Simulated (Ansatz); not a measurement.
# MgSn2O3: from a guess to a relaxed structure

Aim: relax a trial structure of MgSn2O3 and see where it ends.

Method: DFT PBE, scalar-relativistic, plane waves, PAW, in Ansatz 0.2.0.

## Step 1: The starting structure

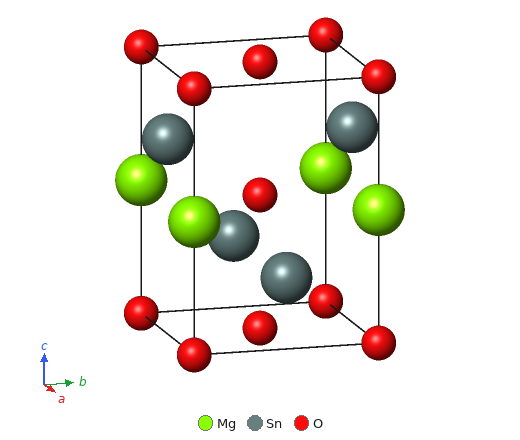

The starting structure, seen slightly off an axis (magnesium green, tin teal, oxygen red). Atoms on the faces are drawn again on the opposite ones.

Structure file:

```
Mg Sn O
1.0
     4.31261    0.00000    0.00000
     0.00000    4.31261    0.00000
     0.00000    0.00000    6.14148
Mg Sn O
1 2 3
Direct
  0.00000 0.00000 0.50000
  0.00000 0.50000 0.26791
  0.50000 0.00000 0.73209
  0.50000 0.50000 0.00000
  0.00000 0.00000 0.00000
  0.50000 0.50000 0.50000
```

The cell is invented: species swapped into a database cell of Li3MnAs2 (P-4m2, No. 115), with O on the Li sites, Mg on the Mn sites and Sn on the As sites. Lengths come from tabulated atomic sizes and are only a guess.

## Step 2: Probe: one point on a coarse mesh

Input file input.yaml:

```yaml
crystal:
  lattice:
    - [4.31261222, 0.0, 0.0]
    - [0.0, 4.31261222, 0.0]
    - [0.0, 0.0, 6.14148082]
  atoms:
    - { symbol: Mg, position: [0.0, 0.0, 0.5] }
    - { symbol: Sn, position: [0.0, 0.5, 0.26791] }
    - { symbol: Sn, position: [0.5, 0.0, 0.73209] }
    - { symbol: O, position: [0.5, 0.5, 0.0] }
    - { symbol: O, position: [0.0, 0.0, 0.0] }
    - { symbol: O, position: [0.5, 0.5, 0.5] }
basis:
  ecutwfc: 420
kpoints:
  mp_grid: { grid: [4, 4, 4] }
hamiltonian:
  xc: pbe
scf:
  occupations: { method: gaussian, width: 0.1 }
  lower_state_search: "off"
output:
  forces: true
  stress: true
  eigenvalues: true
```

Started as:

```
ansatz run input.yaml --threads 1 --pin off --max-ram 2560MiB --backend cpu --events-out ev --progress --plain --runs-dir out
```

The log of the run, shortened:

```text
[...]
SCF converged after 8 iterations
Free energy (F): -15666.749291 eV
[...]
E sigma→0 (E₀):  -15666.736306 eV
Entropy (-TS):   -0.025970 eV (-4.328 meV/atom)
Fermi energy:    5.768909 eV
[...]
--- Forces (eV/Å), atoms counted from 1 ---
  atom   1  Mg    -0.00000000     0.00000000     0.00000000
  atom   2  Sn    -0.00000000     0.00000000    -5.10579662
  atom   3  Sn     0.00000000     0.00000000     5.10579662
  atom   4  O      0.00000000     0.00000000     0.00000000
  atom   5  O      0.00000000     0.00000000     0.00000000
  atom   6  O     -0.00000000     0.00000000     0.00000000
[...]
--- Stress (GPa, compression-positive) ---
       -4.917151       0.000000      -0.000000
        0.000000      -4.917151       0.000000
       -0.000000       0.000000      -9.757157
  P = ⅓ Tr σ = -6.5305 GPa (-65.305 kbar)
--- Band table (eV; the first three rows and the last of 18) ---
[...]
```

Run time: 6.8 s. Hardware: 1 thread of Arm Neoverse V1, shared host; peak memory 0.33 GiB.

Read-out: pressure -6.5 GPa, largest force 5.11 eV/Å, gap on this mesh none (metal). A cheap, loose relaxation comes first.

## Step 3: A loose first relaxation

input.yaml: that of step 2 with these lines changed.

```diff
@@ -25 +25,6 @@
   eigenvalues: true
+relax:
+  adjacent_minimum: "off"
+  f_tol: 0.04
+  max_steps: 70
+  cell: { stress_tol: 0.4 }
```

Started as:

```
ansatz run input.yaml --threads 1 --pin off --max-ram 2560MiB --backend cpu --events-out ev --progress --plain --runs-dir out
```

The log of the run:

```text
Warning: RAYON_NUM_THREADS=1 ignored (pool sized by the plan → 1); use --threads N
Engine: ansatz 0.2.0, aarch64-unknown-linux-gnu
Pseudopotentials: kind: paw
Pseudopotential: Mg, paw, valence charge 10, recommended cutoff 420 eV (normal), Mg.paw.azcp
Pseudopotential: Sn, paw, valence charge 14, recommended cutoff 420 eV (normal), Sn.paw.azcp
Pseudopotential: O, paw, valence charge 6, recommended cutoff 420 eV (normal), O.paw.azcp
Functional definition: PBE
  parameter kappa = 0.804
  parameter beta = 0.06672455060314922
  exchange = pbe_x(kappa = kappa, mu = beta*pi^2/3)
  correlation = pbe_c(beta = beta)
Crystal: 6 atoms, lattice volume = 114.223 Å³
Basis set: ecut = 420 eV, 2213 PW (Γ), exchange–correlation on 60×60×90 points (8 copies of the dense FFT grid, shifted against one another)
Bands: 34, of which v1, the nominal top of the filled ones, is band 28 counted from 1 (27 counted from 0)
Symmetry: 8 space group operations
Space group: P-4m2 (ITA 115), of the structure as read, at distance tolerance 4.9e-5 Å
k-points: 18 of 64 (time reversal used)
Non-local potential: Mg, projectors of the file, l = 0: 3, l = 1: 2, l = 2: 1
Non-local potential: Sn, projectors of the file, l = 0: 2, l = 1: 2, l = 2: 2, l = 3: 2
Non-local potential: O, projectors of the file, l = 0: 2, l = 1: 2, l = 2: 1
PAW form: soft (Blöchl's): semilocal exchange-correlation on the pseudo side does not see the compensation charge
PAW one-centre angular grid: Mg, 110 points (default); XC on 64 Gauss nodes
PAW one-centre angular grid: Sn, 590 points (default); XC on 64 Gauss nodes
PAW one-centre angular grid: O, 110 points (default); XC on 64 Gauss nodes
Initial density: superposition of atomic densities (neutral atoms: chi_scale 0, normalization atom), corrected by the library's trained network
Initial wavefunctions: pseudopotential atomic-orbital guess
Functional: x = pbe(κ = 0.804, μ = 0.2195149727645171), c = pbe(β = 0.06672455060314922)
SCF iter   1: F=—  HF=-15666.825165 eV  |F-HF|=—  |Δ(HF+E_count)|=         —  Δρ=2.53e-2  dr2=1.19e0  ethr=1.77e-3  ⟨swp⟩=7.1  Hψ=2672  notcnv=0
preconditioner: auto → LDOS  [metal: Δε(μ)=0.038 eV  Ē_g=14.997 eV  σ=0.100 eV  W_gap=0.21  n_scr=28 (ndim 8)  ℏωp=24.1 eV  f_vac=0.077  D(μ)=6.46/eV (n_scr^D=58)  β→1.0]
SCF iter   2: F=—  HF=-15666.760840 eV  |F-HF|=—  |Δ(HF+E_count)|=   6.43e-2  Δρ=1.20e-2  dr2=2.48e-1  ethr=1.77e-3  ⟨swp⟩=1.1  Hψ=759  notcnv=0
SCF iter   3: F=—  HF=-15666.751527 eV  |F-HF|=—  |Δ(HF+E_count)|=   9.31e-3  Δρ=4.84e-3  dr2=4.16e-2  ethr=4.43e-4  ⟨swp⟩=1.0  Hψ=589  notcnv=0  defer=23
SCF iter   4: F=—  HF=-15666.749358 eV  |F-HF|=—  |Δ(HF+E_count)|=   2.17e-3  Δρ=6.79e-4  dr2=6.20e-4  ethr=7.43e-5  ⟨swp⟩=1.1  Hψ=590  notcnv=0  defer=23
SCF iter   5: F=—  HF=-15666.749415 eV  |F-HF|=—  |Δ(HF+E_count)|=   5.68e-5  Δρ=2.44e-4  dr2=7.72e-5  ethr=1.11e-6  ⟨swp⟩=2.1  Hψ=1052  notcnv=0  defer=23
SCF iter   6: F=—  HF=-15666.749293 eV  |F-HF|=—  |Δ(HF+E_count)|=   1.22e-4  Δρ=9.11e-5  dr2=1.24e-5  ethr=1.38e-7  ⟨swp⟩=2.1  Hψ=963  notcnv=0  defer=23
SCF iter   7: F=—  HF=-15666.749290 eV  |F-HF|=—  |Δ(HF+E_count)|=   2.52e-6  Δρ=2.17e-5  dr2=3.14e-7  ethr=2.21e-8  ⟨swp⟩=2.1  Hψ=1002  notcnv=0  defer=23
SCF iter   8: F=-15666.749291 eV  HF=-15666.749291 eV  |F-HF|=1.08e-8  |Δ(HF+E_count)|=   2.14e-7  Δρ=5.48e-6  dr2=2.81e-8  ethr=1.79e-10  ⟨swp⟩=9.6  Hψ=2907  notcnv=0
SCF 1 converged in 8 iterations: F = -15666.749291 eV  dr2 = 2.81e-8
relax step   1: F+E_penalty+E_count = -15666.74929061 eV  Δ(F+E_penalty+E_count) = +0.000e0 eV  max|allowed force component| = 5.106e0 eV/Å  Δτ_max = 0.0000 Å  P = -6.530 GPa  Ω = 114.223 Å³  (8 SCF iters, dr2 threshold 1.00e-7 eV, accepted)
[... from here on, the SCF cycles and remarks between the steps are left out ...]
relax step   2: F+E_penalty+E_count = -15668.80295436 eV  Δ(F+E_penalty+E_count) = -2.054e0 eV  max|allowed force component| = 4.357e0 eV/Å  Δτ_max = 0.1950 Å  P = -8.926 GPa  Ω = 110.765 Å³  energy of the carried Pulay correction = +7.727e-3 eV  (8 SCF iters, dr2 threshold 6.00e-7 eV, accepted)
relax step   3: F+E_penalty+E_count = -15670.50220516 eV  Δ(F+E_penalty+E_count) = -1.699e0 eV  max|allowed force component| = 2.654e0 eV/Å  Δτ_max = 0.1940 Å  P = -7.540 GPa  Ω = 105.835 Å³  energy of the carried Pulay correction = +1.916e-2 eV  (8 SCF iters, dr2 threshold 6.00e-7 eV, accepted)
relax step   4: F+E_penalty+E_count = -15671.66740552 eV  Δ(F+E_penalty+E_count) = -1.165e0 eV  max|allowed force component| = 4.960e-2 eV/Å  Δτ_max = 0.1960 Å  P = -0.870 GPa  Ω = 99.298 Å³  energy of the carried Pulay correction = +3.515e-2 eV  (8 SCF iters, dr2 threshold 6.00e-7 eV, accepted)
relax step   5: F+E_penalty+E_count = -15672.15716991 eV  Δ(F+E_penalty+E_count) = -4.898e-1 eV  max|allowed force component| = 1.028e0 eV/Å  Δτ_max = 0.0616 Å  P = +1.175 GPa  Ω = 98.947 Å³  energy of the carried Pulay correction = +3.603e-2 eV  (6 SCF iters, dr2 threshold 6.00e-7 eV, accepted)
relax step   6: F+E_penalty+E_count = -15672.66150706 eV  Δ(F+E_penalty+E_count) = -5.043e-1 eV  max|allowed force component| = 4.431e-1 eV/Å  Δτ_max = 0.0253 Å  P = +0.029 GPa  Ω = 98.863 Å³  energy of the carried Pulay correction = +3.624e-2 eV  (6 SCF iters, dr2 threshold 6.00e-7 eV, accepted)
relax step   7: F+E_penalty+E_count = -15673.06517789 eV  Δ(F+E_penalty+E_count) = -4.037e-1 eV  max|allowed force component| = 1.402e-1 eV/Å  Δτ_max = 0.0226 Å  P = +0.934 GPa  Ω = 96.293 Å³  energy of the carried Pulay correction = +4.283e-2 eV  (7 SCF iters, dr2 threshold 6.00e-7 eV, accepted)
relax step   8: F+E_penalty+E_count = -15673.23002479 eV  Δ(F+E_penalty+E_count) = -1.648e-1 eV  max|allowed force component| = 2.271e-2 eV/Å  Δτ_max = 0.0241 Å  P = +0.084 GPa  Ω = 97.341 Å³  energy of the carried Pulay correction = +4.012e-2 eV  (6 SCF iters, dr2 threshold 6.00e-7 eV, accepted)
relax step   9: F+E_penalty+E_count = -15673.25956457 eV  Δ(F+E_penalty+E_count) = -2.954e-2 eV  max|allowed force component| = 5.401e-3 eV/Å  Δτ_max = 0.0120 Å  P = -0.194 GPa  Ω = 97.535 Å³  energy of the carried Pulay correction = +3.962e-2 eV  (6 SCF iters, dr2 threshold 6.00e-7 eV, accepted)
relax step  10: F+E_penalty+E_count = -15673.46640695 eV  Δ(F+E_penalty+E_count) = -2.068e-1 eV  max|allowed force component| = 3.650e-2 eV/Å  Δτ_max = 0.0000 Å  P = +1.792 GPa  Ω = 97.535 Å³  stress off target by 5.66e0 GPa  SCF on the basis re-selected at this cell (its energy is not comparable with the rows above)  (8 SCF iters)
relax step  11: F+E_penalty+E_count = -15673.57302504 eV  Δ(F+E_penalty+E_count) = -1.066e-1 eV  max|allowed force component| = 1.316e-1 eV/Å  Δτ_max = 0.0259 Å  P = +0.713 GPa  Ω = 100.054 Å³  energy of the carried Pulay correction = -6.869e-3 eV  (7 SCF iters, dr2 threshold 6.00e-7 eV, accepted)
relax step  12: F+E_penalty+E_count = -15673.62529252 eV  Δ(F+E_penalty+E_count) = -5.227e-2 eV  max|allowed force component| = 1.837e-1 eV/Å  Δτ_max = 0.0366 Å  P = +1.091 GPa  Ω = 102.073 Å³  energy of the carried Pulay correction = -1.209e-2 eV  (7 SCF iters, dr2 threshold 6.00e-7 eV, accepted)
relax step  13: F+E_penalty+E_count = -15673.63418173 eV  Δ(F+E_penalty+E_count) = -8.889e-3 eV  max|allowed force component| = 1.318e-1 eV/Å  Δτ_max = 0.0142 Å  P = -0.367 GPa  Ω = 104.587 Å³  energy of the carried Pulay correction = -1.875e-2 eV  (8 SCF iters, dr2 threshold 6.00e-7 eV, accepted)
relax step  14: F+E_penalty+E_count = -15673.63552614 eV  Δ(F+E_penalty+E_count) = -1.344e-3 eV  max|allowed force component| = 3.960e-4 eV/Å  Δτ_max = 0.0031 Å  P = +0.039 GPa  Ω = 104.383 Å³  energy of the carried Pulay correction = -1.818e-2 eV  (5 SCF iters, dr2 threshold 6.00e-7 eV, accepted)
relax step  15: F+E_penalty+E_count = -15673.69922309 eV  Δ(F+E_penalty+E_count) = -6.370e-2 eV  max|allowed force component| = 1.087e-2 eV/Å  Δτ_max = 0.0000 Å  P = +0.764 GPa  Ω = 104.383 Å³  stress off target by 1.77e0 GPa  SCF on the basis re-selected at this cell (its energy is not comparable with the rows above)  (8 SCF iters)
relax step  16: F+E_penalty+E_count = -15673.71779896 eV  Δ(F+E_penalty+E_count) = -1.858e-2 eV  max|allowed force component| = 4.594e-2 eV/Å  Δτ_max = 0.0302 Å  P = +0.513 GPa  Ω = 107.459 Å³  energy of the carried Pulay correction = -9.143e-3 eV  (8 SCF iters, dr2 threshold 6.00e-7 eV, accepted)
relax step  17: F+E_penalty+E_count = -15673.71449975 eV  Δ(F+E_penalty+E_count) = +3.299e-3 eV  max|allowed force component| = 6.626e-3 eV/Å  Δτ_max = 0.0140 Å  P = -0.092 GPa  Ω = 109.608 Å³  energy of the carried Pulay correction = -1.677e-2 eV  (7 SCF iters, dr2 threshold 6.00e-7 eV, accepted)
relax step  18: F+E_penalty+E_count = -15673.73661614 eV  Δ(F+E_penalty+E_count) = -2.212e-2 eV  max|allowed force component| = 4.596e-3 eV/Å  Δτ_max = 0.0000 Å  P = -0.007 GPa  Ω = 109.608 Å³  stress off target by 4.78e-1 GPa  SCF on the basis re-selected at this cell (its energy is not comparable with the rows above)  (6 SCF iters)
relax step  19: F+E_penalty+E_count = -15673.73774738 eV  Δ(F+E_penalty+E_count) = -1.131e-3 eV  max|allowed force component| = 6.181e-2 eV/Å  Δτ_max = 0.0080 Å  P = -0.006 GPa  Ω = 110.503 Å³  energy of the carried Pulay correction = -2.283e-3 eV  (6 SCF iters, dr2 threshold 5.72e-7 eV, accepted)
relax step  20: F+E_penalty+E_count = -15673.73566875 eV  Δ(F+E_penalty+E_count) = +2.079e-3 eV  max|allowed force component| = 1.850e-3 eV/Å  Δτ_max = 0.0097 Å  P = -0.013 GPa  Ω = 111.544 Å³  energy of the carried Pulay correction = -5.206e-3 eV  (7 SCF iters, dr2 threshold 2.39e-7 eV, accepted)
relax step  21: F+E_penalty+E_count = -15673.74196811 eV  Δ(F+E_penalty+E_count) = -6.299e-3 eV  max|allowed force component| = 6.904e-4 eV/Å  Δτ_max = 0.0000 Å  P = +0.009 GPa  Ω = 111.544 Å³  stress off target by 1.31e-1 GPa  SCF on the basis re-selected at this cell (its energy is not comparable with the rows above)  (6 SCF iters)
basis re-selected at this cell: Δ(F+E_penalty+E_count) = -6.299e-3 eV, ΔP = +0.021 GPa vs the last step (what re-selecting the basis moved, of the pressure what is left beyond the Pulay correction that the steps carried, after the strain that the cell walked since its last selection, with what the two solves' SCF thresholds leave and, on support functions, any second-order correction that the steps lacked; it is no measure of the basis error at this ecutwfc). The dense FFT grid was sized anew with the basis: this SCF ran on 24×24×64 points, the steps before it on 24×24×60, so part of this shift can come from that change (see relax.cell in the input reference). This SCF's stress stands 1.31e-1 GPa from its target on what of the cell is left free (relax.cell.stress_tol is 4.00e-1 GPa) and its largest allowed force component is 6.90e-4 eV/Å (relax.f_tol is 4.00e-2 eV/Å): within both
SCF converged after 6 iterations
Free energy (F): -15673.741968 eV
Harris-Foulkes:  -15673.741968 eV  (|F-HF|=2.36e-10)
Internal energy: -15673.741968 eV  (E = F + TS)
E sigma→0 (E₀):  -15673.741968 eV
Fermi energy:    7.227046 eV
--- Per-component energies (eV) ---
  E_band       = -634.749880
  E_kinetic    = 973.566960
  E_local      = -5868.126067  (includes V_loc(G=0)·N_el)
  E_nonlocal   = 175.723128
  E_hartree    = 2722.302045
  E_xc         = -1014.483330
  E_vxc        = -510.558691  (∫ρ·V_xc dr)
  E_paw        = -9041.539316  (= ΣΔE_a)
  E_vpaw       = -849.966991  (= ΣTr[D̂ρ^β])
  E_aug_tail   = 0.007163  (compensation charges beyond the density's cutoff)
  E_ewald      = -3621.192552
  E_smearing   = -0.000000  (= −TS)
  E_closure    = 0.000000  (closes the sum)
  Σ components = -15673.741968   (vs F -15673.741968, Δ=0.00e0)
--- Forces (eV/Å), atoms counted from 1 ---
  atom   1  Mg     0.00000000     0.00000000    -0.00000000
  atom   2  Sn     0.00000000     0.00000000     0.00069036
  atom   3  Sn     0.00000000     0.00000000    -0.00069036
  atom   4  O      0.00000000     0.00000000    -0.00000000
  atom   5  O     -0.00000000    -0.00000000     0.00000000
  atom   6  O     -0.00000000    -0.00000000     0.00000000
  max |Σ_I F_I| component: 3.77e-17 eV/Å
--- Stress (GPa, compression-positive) ---
       -0.052662      -0.000000      -0.000000
       -0.000000      -0.052662      -0.000000
       -0.000000      -0.000000       0.131118
  P = ⅓ Tr σ = 0.0086 GPa (0.086 kbar)
--- Band table (eV; the first three rows and the last of 18) ---
  k-point 0: bands = ["-69.1254", "-35.9794", "-35.8250", "-35.8250", "-14.8783", "-14.4796", "-14.3293", "-14.3293", "-14.3205", "-14.2964", "-14.2632", "-14.2238", "-14.2238", "-14.2186", "-13.7092", "-10.1140", "-8.6413", "-2.2428", "1.0049", "1.0049", "1.5156", "3.5917", "4.2106", "4.7667", "4.7667", "5.9628", "5.9628", "6.7948", "7.6590", "10.6202", "11.8364", "11.9193", "11.9193", "13.2462"]
[... 3 lines left out ...]
--- Relaxed structure (17 steps of the walk, 17 accepted, 4 SCFs on fresh bases) ---
  F+E_penalty+E_count = -15673.74196811 eV   max|allowed force component| = 6.904e-4 eV/Å   (the final SCF, on the basis selected at the relaxed cell)
  cell:  # Å, volume = 111.5445 Å³
    - [3.515912446466529, -3.8516377995559606e-34, -9.588973271811193e-33]
    - [-3.8516377995559606e-34, 3.515912446466529, 0.0]
    - [-1.3655411715250643e-32, 0.0, 9.023436105462]
  atoms:
    - { symbol: Mg, position: [-9.440532669439962e-33, 0.0, 0.5] }
    - { symbol: Sn, position: [4.4816247037244805e-33, 0.5, 0.14150500425823587] }
    - { symbol: Sn, position: [0.5, 1.0691058840368783e-50, 0.8584949957417642] }
    - { symbol: O, position: [0.5, 0.5, -2.824601308413444e-19] }
    - { symbol: O, position: [6.446580355430127e-33, 1.3165729454169016e-82, -2.824601308413444e-19] }
    - { symbol: O, position: [0.5, 0.5, 0.5] }
```

Wall time 2.6 min (1 thread of Arm Neoverse V1, shared host); peak memory 0.37 GiB.

Relaxation path:

```
step  energy from step 1 (eV/cell)  largest force component (eV/Å)  pressure (GPa)  volume (Å³)
   1                        0.0000                          5.1058           -6.53       114.22
   2                       -2.0537                          4.3569           -8.93       110.76
   3                       -3.7529                          2.6541           -7.54       105.83
   4                       -4.9181                          0.0496           -0.87        99.30
   5                       -5.4079                          1.0285            1.18        98.95
   6                       -5.9122                          0.4431            0.03        98.86
   7                       -6.3159                          0.1402            0.93        96.29
   8                       -6.4807                          0.0227            0.08        97.34
   9                       -6.5103                          0.0054           -0.19        97.54
  10                       -6.7171                          0.0365            1.79        97.54
  11                       -6.8237                          0.1316            0.71       100.05
  12                       -6.8760                          0.1837            1.09       102.07
  13                       -6.8849                          0.1318           -0.37       104.59
  14                       -6.8862                          0.0004            0.04       104.38
  15                       -6.9499                          0.0109            0.76       104.38
  16                       -6.9685                          0.0459            0.51       107.46
  17                       -6.9652                          0.0066           -0.09       109.61
  18                       -6.9873                          0.0046           -0.01       109.61
  19                       -6.9885                          0.0618           -0.01       110.50
  20                       -6.9864                          0.0019           -0.01       111.54
  21                       -6.9927                          0.0007            0.01       111.54
```

Step 1 is the start. Steps 10, 15, 18, 21 each repeat the geometry before them on a plane-wave basis chosen anew, so the energy can jump there without any move. The walk judges its steps with a correction for the finite basis (Pulay term) that this column leaves out, so accepted steps can climb here and lower ones be refused.

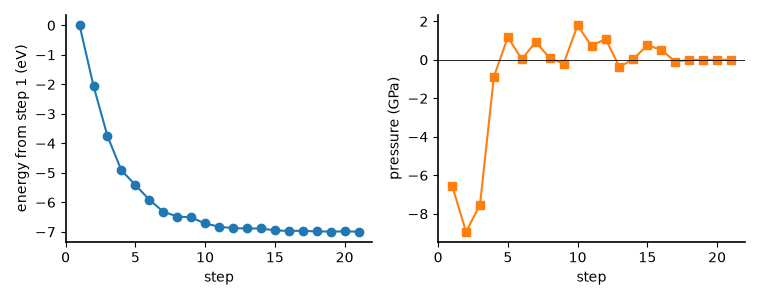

Energy and pressure along the relaxation.

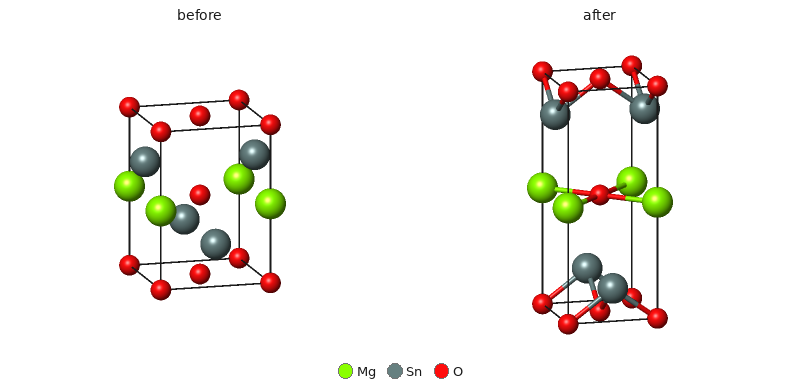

The structure before (left) and after (right) the relaxation, drawn at the same scale.

|  | before | after | change |
| --- | --- | --- | --- |
| a (Å) | 4.313 | 3.516 | -18.5 % |
| b (Å) | 4.313 | 3.516 | -18.5 % |
| c (Å) | 6.141 | 9.023 | +46.9 % |
| volume (Å³/atom) | 19.04 | 18.59 | -2.3 % |
| shortest distance (Å) | 2.585 | 2.173 | -15.9 % |
| space group (0.01 Å) | P-4m2 | P-4m2 | same |

Forces and stress were held to the start's 8 operations: a distortion of lower symmetry was not tested.

## Step 4: Coarse relaxation, continued

The end of the coarse run is made exact in the group found at a tolerance of 0.06 Å and reduced to its primitive cell.

Input file input.yaml:

```yaml
crystal:
  lattice:
    - [3.5159124465, 0.0, 0.0]
    - [0.0, 3.5159124465, 0.0]
    - [0.0, 0.0, 9.0234361055]
  atoms:
    - { symbol: Mg, position: [0.0, 0.0, 0.5] }
    - { symbol: Sn, position: [0.0, 0.5, 0.1415050043] }
    - { symbol: Sn, position: [0.5, 0.0, 0.8584949957] }
    - { symbol: O, position: [0.5, 0.5, 0.0] }
    - { symbol: O, position: [0.0, 0.0, 0.0] }
    - { symbol: O, position: [0.5, 0.5, 0.5] }
basis:
  ecutwfc: 420
kpoints:
  mp_grid: { grid: [6, 6, 2] }
hamiltonian:
  xc: pbe
scf:
  occupations: { method: gaussian, width: 0.1 }
  lower_state_search: "off"
output:
  forces: true
  stress: true
  eigenvalues: true
relax:
  adjacent_minimum: "off"
  f_tol: 0.04
  max_steps: 70
  cell: { stress_tol: 0.4 }
```

Started as:

```
ansatz run input.yaml --threads 1 --pin off --max-ram 2560MiB --backend cpu --events-out ev --progress --plain --runs-dir out
```

The log of the run, shortened:

```text
[...]
relax step   2: F+E_penalty+E_count = -15673.74344209 eV  Δ(F+E_penalty+E_count) = -1.870e-8 eV  max|allowed force component| = 9.827e-3 eV/Å  Δτ_max = 0.0000 Å  P = +0.020 GPa  Ω = 111.544 Å³  stress off target by 1.89e-1 GPa  SCF on the basis re-selected at this cell (its energy is not [...]
SCF converged after 4 iterations
Free energy (F): -15673.743442 eV
[...]
E sigma→0 (E₀):  -15673.743442 eV
Fermi energy:    7.236044 eV
[...]
--- Forces (eV/Å), atoms counted from 1 ---
  atom   1  Mg    -0.00000000     0.00000000     0.00000000
  atom   2  Sn     0.00000000     0.00000000    -0.00982735
  atom   3  Sn    -0.00000000     0.00000000     0.00982735
  atom   4  O     -0.00000000     0.00000000     0.00000000
  atom   5  O      0.00000000     0.00000000     0.00000000
  atom   6  O      0.00000000     0.00000000     0.00000000
[...]
--- Stress (GPa, compression-positive) ---
       -0.064853       0.000000      -0.000000
        0.000000      -0.064853       0.000000
       -0.000000       0.000000       0.188727
  P = ⅓ Tr σ = 0.0197 GPa (0.197 kbar)
--- Band table (eV; the first three rows and the last of 20) ---
[...]
--- Relaxed structure (1 steps of the walk, 1 accepted, 1 SCFs on fresh bases) ---
  F+E_penalty+E_count = -15673.74344209 eV   max|allowed force component| = 9.827e-3 eV/Å   (the final SCF, on the basis selected at the relaxed cell)
  cell:  # Å, volume = 111.5445 Å³
    - [3.5159124465, 0.0, 0.0]
    - [0.0, 3.5159124465, 0.0]
    - [0.0, 0.0, 9.0234361055]
  atoms:
    - { symbol: Mg, position: [0.0, 0.0, 0.49999999999999994] }
    - { symbol: Sn, position: [0.0, 0.5, 0.14150500429999996] }
    - { symbol: Sn, position: [0.5, 0.0, 0.8584949956999999] }
    - { symbol: O, position: [0.5, 0.5, 0.0] }
    - { symbol: O, position: [0.0, 0.0, 0.0] }
    - { symbol: O, position: [0.5, 0.5, 0.49999999999999994] }
```

Wall time 16 s (1 thread of Arm Neoverse V1, shared host); peak memory 0.35 GiB.

(Part 1 of 2 ends here.)
